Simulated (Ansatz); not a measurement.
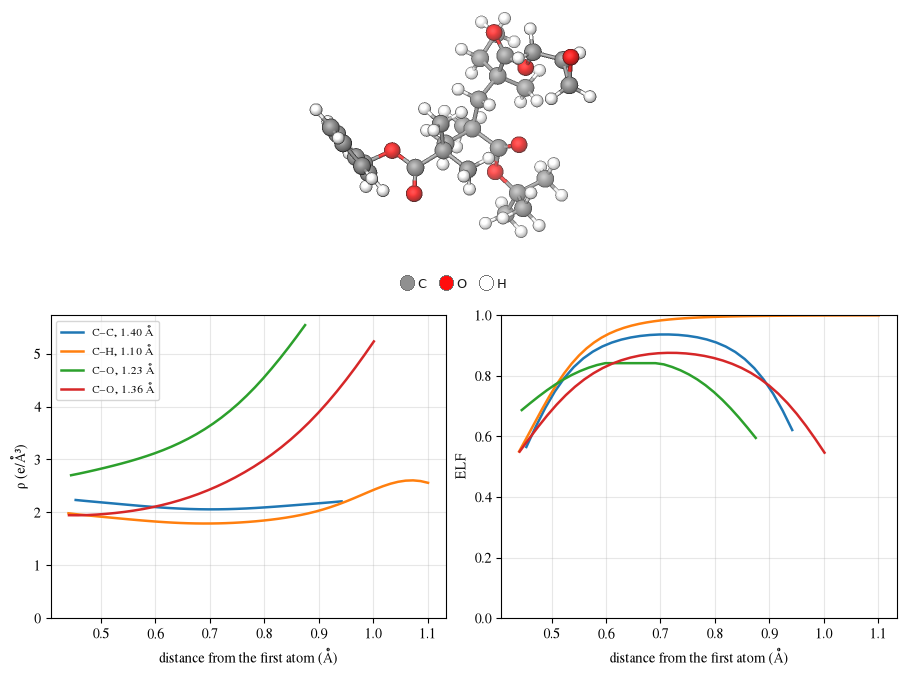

Figure 1: C28H42O7 (SMILES CCC(C)(CC(C)(CC(C)(C)C(=O)OCc1ccccc1)C(=O)OC(C)(C)C)C(=O)OCC1CO1) (charge −1, doublet). Electron density and ELF along straight lines between neighbouring atoms. The curves leave out the atomic cores. The structure is drawn too.

Geometry: PBE-D4/def2-SVP; the highest occupied orbital lies above zero, a sign that basis and functional describe the outermost electron poorly.

All numbers below come from Ansatz 0.2.0, UKS PBE0-D4/def2-SVP.

C28H42O7 (SMILES CCC(C)(CC(C)(CC(C)(C)C(=O)OCc1ccccc1)C(=O)OC(C)(C)C)C(=O)OCC1CO1) (charge −1, doublet), 77 atoms.

> Compare the contacts.

C–C (1.40 Å): ρ is about 2.1 e/Å³ halfway; the ELF peaks at about 0.95 between the atoms, as expected for a covalent bond.
C–H (1.10 Å): ρ at the midpoint is about 1.9 e/Å³; the ELF climbs to about 1 towards the hydrogen, as it does in any bond to H: an ordinary covalent bond to hydrogen.
C–O (1.23 Å): the density is about 3.2 e/Å³ at the midpoint; the ELF peaks at about 0.85 between the atoms; a multiple bond.
C–O (1.36 Å): the density is about 2.3 e/Å³ at the midpoint, with its minimum of 1.9 e/Å³ about 0.5 Å from C; the ELF peaks at about 0.90 between the atoms; a shared but strongly polarised pair.
